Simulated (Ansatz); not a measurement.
# WHClF₅: geometry relaxation (part 2 of 3)

The same run, continued: WHClF₅, multiplicity 2; UKS PBE/def2-SVP (Ansatz 0.2.0). It belongs to a series of runs on one base structure; here: end point A relaxed.

Geometry of the input (Å):
```
W  0.0002  0.0002  -0.1305
H  0.0070  0.0070  1.6063
F  1.8427  0.0015  0.0355
F  0.0015  1.8427  0.0355
F  -1.8409  0.0013  0.0440
F  0.0013  -1.8409  0.0440
F  -0.0040  -0.0040  -2.0395
Cl -0.0078  -0.0078  4.1646
```

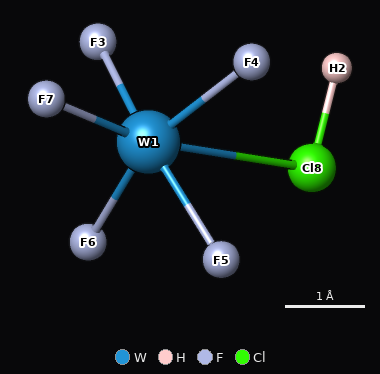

**Figure 1.** The geometry at step 17 of the log (ball-and-stick view, seen at a tilt; atoms are numbered from 1 in the order of the input).

### Trajectory as extended XYZ, continued
```
8
Properties=species:S:1:pos:R:3:forces:R:3 step=3 energy=-27922.10424
W     0.0001    0.0001   -0.0925   -0.0106  -0.0106  -0.3301
H     0.0085    0.0085    1.6678   -0.0008  -0.0008   0.9206
F     1.8415    0.0004    0.0779   -0.0028  -0.0015   0.0223
F     0.0004    1.8415    0.0779   -0.0015  -0.0028   0.0223
F    -1.8403    0.0004    0.0879    0.0052  -0.0012   0.0284
F     0.0004   -1.8403    0.0879   -0.0012   0.0052   0.0284
F    -0.0028   -0.0028   -1.9978    0.0073   0.0073   0.0184
Cl   -0.0078   -0.0078    3.8509    0.0044   0.0044  -0.7102
8
Properties=species:S:1:pos:R:3:forces:R:3 step=4 energy=-27922.31401
W    -0.0005   -0.0005   -0.0731   -0.0353  -0.0353  -0.2562
H     0.0095    0.0095    1.7253    0.0082   0.0082   0.9866
F     1.8406   -0.0004    0.1016    0.0075  -0.0026   0.0300
F    -0.0004    1.8406    0.1016   -0.0026   0.0075   0.0300
F    -1.8402   -0.0004    0.1132   -0.0012  -0.0024   0.0389
F    -0.0004   -1.8402    0.1132   -0.0024  -0.0012   0.0389
F    -0.0011   -0.0011   -1.9780    0.0197   0.0197   0.0324
Cl   -0.0075   -0.0075    3.6560    0.0060   0.0060  -0.9006
8
Properties=species:S:1:pos:R:3:forces:R:3 step=5 energy=-27922.63909
W    -0.0020   -0.0020   -0.0621   -0.7812  -0.7812  -0.5462
H     0.0108    0.0108    1.8512    0.2850   0.2850   1.2698
F     1.8394   -0.0015    0.1122    0.2376  -0.0875  -0.0435
F    -0.0015    1.8394    0.1122   -0.0875   0.2376  -0.0435
F    -1.8412   -0.0014    0.1255   -0.0916  -0.0041   0.2515
F    -0.0014   -1.8412    0.1255   -0.0041  -0.0916   0.2515
F     0.0022    0.0022   -1.9672    0.4847   0.4847   0.0154
Cl   -0.0063   -0.0063    3.4628   -0.0429  -0.0429  -1.1551
8
Properties=species:S:1:pos:R:3:forces:R:3 step=6 energy=-27923.08034
W    -0.0584   -0.0584   -0.0749   -0.3554  -0.3554  -1.9374
H     0.1422    0.1422    1.8762    0.1485   0.1485   1.9140
F     1.7875   -0.0713    0.1293    0.3765  -0.2290  -0.0235
F    -0.0713    1.7875    0.1293   -0.2290   0.3765  -0.0235
F    -1.8971   -0.0552    0.1369   -0.2638  -0.0055   0.2784
F    -0.0552   -1.8971    0.1369   -0.0055  -0.2638   0.2784
F     0.1392    0.1392   -1.9782    0.2687   0.2687   1.3113
Cl    0.0132    0.0132    3.4045    0.0600   0.0600  -1.7978
8
Properties=species:S:1:pos:R:3:forces:R:3 step=7 energy=-27923.47075
W    -0.1096   -0.1096   -0.0850    0.6339   0.6339  -3.5637
H     0.2555    0.2555    1.9612    0.3429   0.3429  -0.0516
F     1.7459   -0.1447    0.1315    0.2077  -0.2305   0.2358
F    -0.1447    1.7459    0.1315   -0.2305   0.2077   0.2358
F    -1.9458   -0.0980    0.1808   -0.2899  -0.0329   0.2445
F    -0.0980   -1.9458    0.1808   -0.0329  -0.2899   0.2445
F     0.2774    0.2774   -1.9742   -0.4529  -0.4529   2.2016
Cl    0.0194    0.0194    3.2334   -0.1783  -0.1783   0.4532
8
Properties=species:S:1:pos:R:3:forces:R:3 step=8 energy=-27923.60265
W    -0.1202   -0.1202   -0.1334    0.5847   0.5846  -2.8031
H     0.3801    0.3801    2.0379   -0.2205  -0.2205   1.2693
F     1.7314   -0.1760    0.1249    0.2216  -0.1805   0.1821
F    -0.1760    1.7314    0.1249   -0.1805   0.2216   0.1821
F    -1.9547   -0.1154    0.1582   -0.2296  -0.0468   0.2024
F    -0.1154   -1.9547    0.1582   -0.0468  -0.2296   0.2024
F     0.2853    0.2853   -1.9970   -0.4309  -0.4309   1.9839
Cl   -0.0306   -0.0306    3.2863    0.3020   0.3020  -1.2193
8
Properties=species:S:1:pos:R:3:forces:R:3 step=9 energy=-27923.79915
W    -0.1270   -0.1270   -0.2017    0.3476   0.3476  -1.9026
H     0.4827    0.4827    2.1655   -0.2021  -0.2021   0.9223
F     1.7174   -0.2209    0.1379    0.0810  -0.0790   0.0570
F    -0.2209    1.7174    0.1379   -0.0790   0.0810   0.0570
F    -1.9595   -0.1370    0.1375   -0.0961  -0.0771   0.1147
F    -0.1370   -1.9595    0.1375   -0.0771  -0.0961   0.1147
F     0.2967    0.2967   -2.0278   -0.2793  -0.2793   1.5323
Cl   -0.0523   -0.0523    3.2732    0.3049   0.3049  -0.8953
8
Properties=species:S:1:pos:R:3:forces:R:3 step=10 energy=-27923.94069
W    -0.1357   -0.1357   -0.2932    0.1359   0.1359  -0.0348
H     0.5718    0.5718    2.3137    0.2805   0.2805  -0.0280
F     1.6975   -0.2735    0.1565   -0.2456   0.0116  -0.1522
F    -0.2735    1.6975    0.1565    0.0116  -0.2456  -0.1522
F    -1.9658   -0.1696    0.1051    0.1238  -0.1104  -0.0528
F    -0.1696   -1.9658    0.1051   -0.1104   0.1237  -0.0528
F     0.3196    0.3196   -2.0496   -0.0175  -0.0175   0.4517
Cl   -0.0444   -0.0444    3.2659   -0.1781  -0.1781   0.0211
8
Properties=species:S:1:pos:R:3:forces:R:3 step=11 energy=-27923.99180
W    -0.1468   -0.1468   -0.3057    0.2137   0.2138   0.1507
H     0.6493    0.6493    2.3777    0.1699   0.1699   0.1120
F     1.6824   -0.3013    0.1625   -0.3014   0.0234  -0.1542
F    -0.3013    1.6824    0.1625    0.0234  -0.3014  -0.1542
F    -1.9757   -0.2010    0.0970    0.0954  -0.0418  -0.1009
F    -0.2010   -1.9757    0.0970   -0.0418   0.0954  -0.1009
F     0.3474    0.3474   -2.0398   -0.0788  -0.0788   0.3925
Cl   -0.0543   -0.0543    3.2086   -0.0804  -0.0804  -0.1450
8
Properties=species:S:1:pos:R:3:forces:R:3 step=12 energy=-27924.03019
W    -0.1623   -0.1623   -0.2888    0.3218   0.3218   0.1394
H     0.7777    0.7776    2.4584   -0.8580  -0.8579   0.7825
F     1.6620   -0.3344    0.1798   -0.2046   0.0052  -0.1020
F    -0.3344    1.6620    0.1798    0.0052  -0.2046  -0.1020
F    -1.9932   -0.2393    0.0937   -0.0503   0.0479  -0.1204
F    -0.2393   -1.9932    0.0937    0.0479  -0.0503  -0.1204
F     0.3779    0.3779   -1.9984   -0.1837  -0.1837   0.3661
Cl   -0.0884   -0.0884    3.0419    0.9216   0.9216  -0.8430
8
Properties=species:S:1:pos:R:3:forces:R:3 step=13 energy=-27924.11753
W    -0.1670   -0.1670   -0.2641    0.2886   0.2886   0.2016
H     0.8464    0.8464    2.6223   -0.9287  -0.9287   0.3147
F     1.6541   -0.3408    0.1889    0.0751  -0.0385  -0.0821
F    -0.3408    1.6541    0.1889   -0.0385   0.0751  -0.0821
F    -2.0078   -0.2364    0.0700   -0.1916  -0.0217  -0.0390
F    -0.2364   -2.0078    0.0700   -0.0217  -0.1916  -0.0390
F     0.3470    0.3470   -1.9791   -0.0957  -0.0956   0.0990
Cl   -0.0954   -0.0954    2.8629    0.9125   0.9125  -0.3731
8
Properties=species:S:1:pos:R:3:forces:R:3 step=14 energy=-27924.07979 accepted=F
W    -0.0952   -0.0952   -0.1600   -0.3656  -0.3656  -0.9695
H     0.8077    0.8077    2.7573   -0.0586  -0.0586   0.1674
F     1.7564   -0.4134    0.0615   -0.2159   0.1650   0.2599
F    -0.4134    1.7564    0.0615    0.1650  -0.2159   0.2600
F    -1.9685   -0.2534    0.0451    0.1569   0.3332   0.1449
F    -0.2534   -1.9685    0.0451    0.3332   0.1569   0.1449
F     0.2762    0.2762   -1.9547   -0.1103  -0.1103   0.3960
Cl   -0.1098   -0.1098    2.9041    0.0953   0.0953  -0.4036
8
Properties=species:S:1:pos:R:3:forces:R:3 step=15 energy=-27924.19130
W    -0.1439   -0.1439   -0.2167    0.0445   0.0445   0.0850
H     0.8225    0.8224    2.6566   -0.0259  -0.0259   0.0729
F     1.6883   -0.3579    0.1752    0.0766   0.0176  -0.0127
F    -0.3579    1.6883    0.1752    0.0176   0.0766  -0.0127
F    -1.9999   -0.2289    0.0749   -0.0575   0.0117   0.0008
F    -0.2289   -1.9999    0.0749    0.0117  -0.0574   0.0008
F     0.3152    0.3152   -1.9561   -0.0595  -0.0595  -0.0289
Cl   -0.0954   -0.0953    2.7760   -0.0076  -0.0076  -0.1053
8
Properties=species:S:1:pos:R:3:forces:R:3 step=16 energy=-27924.21533
W    -0.1232   -0.1232   -0.1983    0.0295   0.0295   0.0268
H     0.7941    0.7941    2.7431   -0.1481  -0.1481   0.0202
F     1.7235   -0.3380    0.1367    0.0026   0.0299  -0.0105
F    -0.3380    1.7235    0.1367    0.0299   0.0026  -0.0105
F    -1.9812   -0.2061    0.1100   -0.0118   0.0355  -0.0239
F    -0.2061   -1.9812    0.1100    0.0355  -0.0118  -0.0239
F     0.2625    0.2625   -1.9755   -0.0648  -0.0648   0.0457
Cl   -0.1316   -0.1316    2.6974    0.1271   0.1271  -0.0240
8
Properties=species:S:1:pos:R:3:forces:R:3 step=17 energy=-27924.22184
W    -0.0980   -0.0980   -0.1858    0.0114   0.0114  -0.0752
H     0.7466    0.7465    2.8650   -0.1877  -0.1877  -0.0679
F     1.7641   -0.3038    0.0802   -0.0877   0.0492  -0.0122
F    -0.3038    1.7641    0.0802    0.0492  -0.0877  -0.0122
F    -1.9568   -0.1670    0.1418    0.0255   0.0251  -0.0535
F    -0.1670   -1.9568    0.1418    0.0251   0.0255  -0.0535
F     0.1838    0.1838   -2.0074   -0.0382  -0.0382   0.1978
Cl   -0.1688   -0.1687    2.6442    0.2023   0.2023   0.0767
8
Properties=species:S:1:pos:R:3:forces:R:3 step=18 energy=-27924.17129 accepted=F
W    -0.1023   -0.1023   -0.1731   -0.0258  -0.0257   0.8945
H     0.7378    0.7377    2.8614    0.0057   0.0057  -0.0237
F     1.7484   -0.1860    0.1280    0.5301  -0.2197  -0.0672
F    -0.1860    1.7485    0.1279   -0.2197   0.5301  -0.0672
F    -1.9558   -0.1362    0.0746   -0.5919   0.1336   0.0514
F    -0.1362   -1.9558    0.0746    0.1336  -0.5919   0.0515
F     0.0679    0.0679   -1.9978    0.1786   0.1786  -0.7578
Cl   -0.1738   -0.1737    2.6643   -0.0107  -0.0106  -0.0815
8
Properties=species:S:1:pos:R:3:forces:R:3 step=19 energy=-27924.22540
W    -0.0949   -0.0949   -0.1505   -0.1400  -0.1400   0.1198
H     0.7374    0.7373    2.7858   -0.0322  -0.0322   0.0533
F     1.7679   -0.2649    0.1112    0.0717   0.0094  -0.0031
F    -0.2649    1.7679    0.1112    0.0094   0.0717  -0.0031
F    -1.9621   -0.1420    0.1164   -0.0437   0.0025  -0.0102
F    -0.1420   -1.9621    0.1164    0.0025  -0.0437  -0.0102
F     0.1394    0.1394   -1.9778    0.0536   0.0536  -0.1038
Cl   -0.1808   -0.1808    2.6474    0.0787   0.0787  -0.0427
8
Properties=species:S:1:pos:R:3:forces:R:3 step=20 energy=-27924.21768 accepted=F
W    -0.1127   -0.1126   -0.1549    0.0484   0.0485   0.2426
H     0.7634    0.7634    2.8735    0.0371   0.0371  -0.0995
F     1.7491   -0.2631    0.1214    0.0960  -0.0221  -0.0297
F    -0.2631    1.7491    0.1214   -0.0221   0.0959  -0.0297
F    -1.9864   -0.1463    0.0716   -0.0284  -0.0235   0.0439
F    -0.1463   -1.9863    0.0716   -0.0235  -0.0284   0.0439
F     0.1377    0.1377   -1.9740    0.0246   0.0246  -0.2667
Cl   -0.1418   -0.1418    2.6293   -0.1321  -0.1320   0.0951
8
Properties=species:S:1:pos:R:3:forces:R:3 step=21 energy=-27924.22876
W    -0.1032   -0.1032   -0.1583   -0.0187  -0.0187   0.0149
H     0.7496    0.7495    2.8204   -0.0518  -0.0518  -0.0132
F     1.7605   -0.2743    0.1067    0.0115   0.0012  -0.0008
F    -0.2743    1.7605    0.1067    0.0012   0.0114  -0.0008
F    -1.9712   -0.1532    0.1101   -0.0032   0.0060   0.0019
F    -0.1532   -1.9712    0.1101    0.0060  -0.0032   0.0019
F     0.1578    0.1578   -1.9809    0.0055   0.0055  -0.0164
Cl   -0.1661   -0.1661    2.6453    0.0496   0.0496   0.0125
8
Properties=species:S:1:pos:R:3:forces:R:3 step=22 energy=-27924.22882
W    -0.1042   -0.1042   -0.1577   -0.0159  -0.0158   0.0137
H     0.7504    0.7503    2.8141   -0.0424  -0.0424  -0.0067
F     1.7595   -0.2746    0.1083    0.0080   0.0023   0.0003
F    -0.2747    1.7595    0.1083    0.0023   0.0080   0.0003
F    -1.9725   -0.1529    0.1098    0.0043   0.0003   0.0015
F    -0.1528   -1.9725    0.1098    0.0003   0.0043   0.0015
F     0.1601    0.1601   -1.9793    0.0027   0.0027  -0.0170
Cl   -0.1658   -0.1657    2.6468    0.0407   0.0407   0.0066
8
Properties=species:S:1:pos:R:3:forces:R:3 step=23 energy=-27924.22885
W    -0.1044   -0.1044   -0.1575   -0.0126  -0.0126   0.0167
H     0.7497    0.7496    2.8136   -0.0331  -0.0331  -0.0044
F     1.7595   -0.2734    0.1081    0.0067   0.0010   0.0001
F    -0.2734    1.7595    0.1081    0.0010   0.0067   0.0001
F    -1.9727   -0.1520    0.1100    0.0048  -0.0014   0.0010
F    -0.1520   -1.9727    0.1100   -0.0014   0.0048   0.0010
F     0.1594    0.1594   -1.9792    0.0026   0.0026  -0.0187
Cl   -0.1662   -0.1661    2.6469    0.0320   0.0320   0.0042
8
Properties=species:S:1:pos:R:3:forces:R:3 step=24 energy=-27924.22889
W    -0.1044   -0.1044   -0.1575   -0.0026  -0.0026   0.0143
H     0.7480    0.7478    2.8154   -0.0144  -0.0144  -0.0016
F     1.7601   -0.2711    0.1065    0.0011  -0.0018   0.0000
F    -0.2711    1.7601    0.1065   -0.0018   0.0011   0.0000
F    -1.9725   -0.1506    0.1112    0.0037  -0.0020  -0.0005
F    -0.1506   -1.9725    0.1112   -0.0020   0.0038  -0.0005
F     0.1577    0.1577   -1.9800    0.0013   0.0013  -0.0130
Cl   -0.1671   -0.1671    2.6466    0.0147   0.0147   0.0013
8
Properties=species:S:1:pos:R:3:forces:R:3 step=25 energy=-27924.22894
W    -0.1069   -0.1019   -0.1575   -0.0062   0.0005   0.0146
H     0.7698    0.7260    2.8154   -0.0291  -0.0314  -0.0047
F     1.7579   -0.2622    0.1125    0.0051  -0.0022   0.0011
F    -0.2800    1.7624    0.1005   -0.0011  -0.0040  -0.0010
F    -1.9764   -0.1529    0.1031    0.0021  -0.0035   0.0023
F    -0.1484   -1.9686    0.1194   -0.0006   0.0069  -0.0038
F     0.1611    0.1543   -1.9800    0.0018   0.0006  -0.0124
Cl   -0.1772   -0.1570    2.6466    0.0280   0.0331   0.0039
8
Properties=species:S:1:pos:R:3:forces:R:3 step=26 energy=-27924.22900
W    -0.1072   -0.1014   -0.1572    0.0009   0.0066   0.0075
H     0.7722    0.7211    2.8163   -0.0092  -0.0136  -0.0016
F     1.7579   -0.2598    0.1128    0.0024  -0.0031   0.0020
F    -0.2801    1.7632    0.0986   -0.0026  -0.0072  -0.0012
F    -1.9767   -0.1528    0.1030   -0.0009  -0.0026   0.0024
F    -0.1472   -1.9679    0.1204   -0.0001   0.0047  -0.0038
F     0.1606    0.1526   -1.9803    0.0005  -0.0002  -0.0061
Cl   -0.1796   -0.1550    2.6463    0.0090   0.0154   0.0008
8
Properties=species:S:1:pos:R:3:forces:R:3 step=27 energy=-27924.22930
W    -0.1088   -0.0985   -0.1563    0.0103   0.0194  -0.0151
H     0.7914    0.6965    2.8182    0.0221   0.0092   0.0017
F     1.7566   -0.2509    0.1183    0.0006  -0.0022   0.0061
F    -0.2870    1.7666    0.0909   -0.0031  -0.0132  -0.0041
F    -1.9785   -0.1554    0.1002   -0.0105  -0.0005   0.0037
F    -0.1434   -1.9642    0.1243    0.0026  -0.0014  -0.0021
F     0.1616    0.1475   -1.9808   -0.0019  -0.0018   0.0121
Cl   -0.1920   -0.1414    2.6453   -0.0201  -0.0095  -0.0024
8
Properties=species:S:1:pos:R:3:forces:R:3 step=28 energy=-27924.23041
W    -0.1129   -0.0925   -0.1545    0.0345   0.0485  -0.0565
H     0.8302    0.6443    2.8211   -0.0075  -0.0226  -0.0070
F     1.7533   -0.2301    0.1305   -0.0084  -0.0024   0.0131
F    -0.3002    1.7741    0.0728   -0.0068  -0.0326  -0.0076
F    -1.9833   -0.1592    0.0937   -0.0245   0.0038   0.0071
F    -0.1351   -1.9564    0.1343    0.0070  -0.0101  -0.0021
F     0.1638    0.1357   -1.9818   -0.0074  -0.0060   0.0503
Cl   -0.2157   -0.1159    2.6438    0.0130   0.0215   0.0028
8
Properties=species:S:1:pos:R:3:forces:R:3 step=29 energy=-27924.22300 accepted=F
W    -0.1238   -0.0763   -0.1469    0.1170   0.1486  -0.1629
H     0.9249    0.5016    2.8275   -0.6956  -0.3449  -0.1258
F     1.7452   -0.1691    0.1629   -0.0554  -0.0075   0.0271
F    -0.3294    1.7951    0.0241   -0.0134  -0.1072  -0.0133
F    -1.9961   -0.1640    0.0772   -0.0569   0.0107   0.0100
F    -0.1094   -1.9357    0.1606    0.0150  -0.0284   0.0002
F     0.1640    0.0986   -1.9834   -0.0246  -0.0147   0.1679
Cl   -0.2753   -0.0501    2.6380    0.7138   0.3435   0.0969
8
Properties=species:S:1:pos:R:3:forces:R:3 step=30 energy=-27924.23249
W    -0.1211   -0.0865   -0.1507    0.0588   0.0796  -0.0649
H     0.8817    0.5789    2.8151   -0.1236  -0.0975  -0.0362
F     1.7444   -0.2027    0.1578   -0.0189  -0.0028   0.0116
F    -0.3199    1.7810    0.0528   -0.0105  -0.0343  -0.0116
F    -1.9938   -0.1625    0.0808   -0.0166  -0.0035   0.0144
F    -0.1261   -1.9493    0.1437    0.0018  -0.0163  -0.0011
F     0.1707    0.1230   -1.9785   -0.0100  -0.0128   0.0543
Cl   -0.2359   -0.0819    2.6390    0.1191   0.0877   0.0336
8
Properties=species:S:1:pos:R:3:forces:R:3 step=31 energy=-27924.23316
W    -0.1214   -0.0764   -0.1435   -0.0752   0.0334  -0.0707
H     0.9246    0.5004    2.7756   -0.3559  -0.1908  -0.0114
F     1.7423   -0.1777    0.1829   -0.0030   0.0004   0.0386
F    -0.3415    1.7906    0.0335    0.0022  -0.0270  -0.0102
F    -1.9952   -0.1678    0.0801    0.0042  -0.0009   0.0043
F    -0.1153   -1.9385    0.1574    0.0183  -0.0036   0.0052
F     0.1776    0.1117   -1.9720    0.0088  -0.0013   0.0462
Cl   -0.2712   -0.0423    2.6460    0.4006   0.1898  -0.0018
```
